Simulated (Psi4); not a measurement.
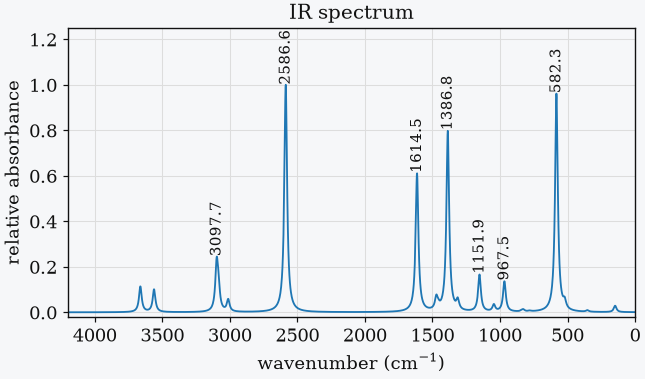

Unscaled harmonic wavenumbers and double-harmonic intensities, TPSSh/def2-SVP (dispersion D3(BJ)) with Psi4, at a geometry relaxed at this level, isolated molecule. Modes within 2 cm⁻¹ of each other count as one line, with their intensities summed. Lorentzian lines of 24 cm⁻¹ full width. Close modes add up in the curve.

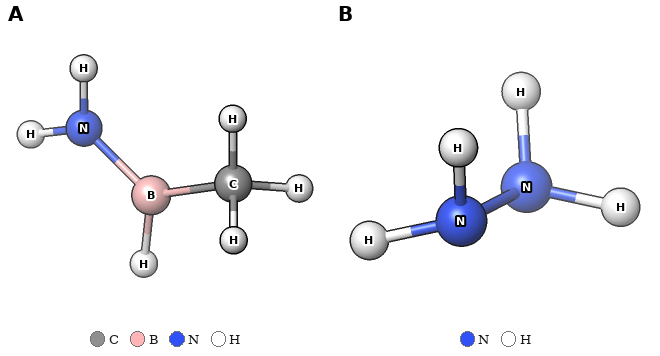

Question: Whose IR spectrum is this? Choose among the lettered structures.

Answer: Structure A, CH₆BN, SMILES CBN. It has its most intense lines at 2586.6, 582.3 and 1386.8 cm⁻¹.

Known limits of this run: double-zeta basis.
